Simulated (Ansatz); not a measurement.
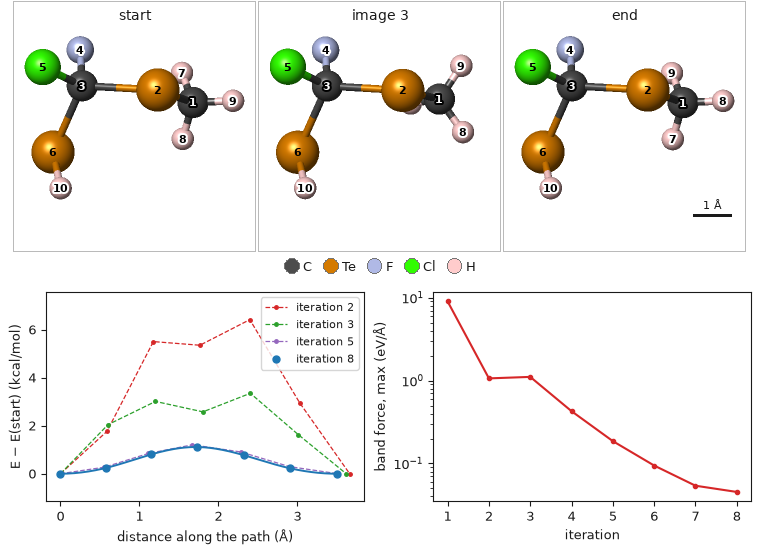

NEB run on C2H4ClFTe2. Images are numbered from 0 (start) to 6 (end). The plot follows the band through its iterations. Style: ball-and-stick. Shown at a tilt.

Level of theory: RHF/def2-SVP in Ansatz. Settings: 5 movable images; climbing image; force threshold 0.05 eV/Å; iteration limit 60; starting path through a guess of the saddle point.

Judge this run.

Answer. The result is final at these settings. The band converged in 8 iterations. The largest component of the band force went from 9 to 0.045 eV/Å. The climbing image converged on the top of the path. Its vibrational analysis gives one imaginary mode (147i cm⁻¹), as a transition state must have. The first iteration put the highest image at 50.17 kcal/mol. The barrier is about 1.11 kcal/mol in both directions, with image 3 at the top; the ends have the same energy.
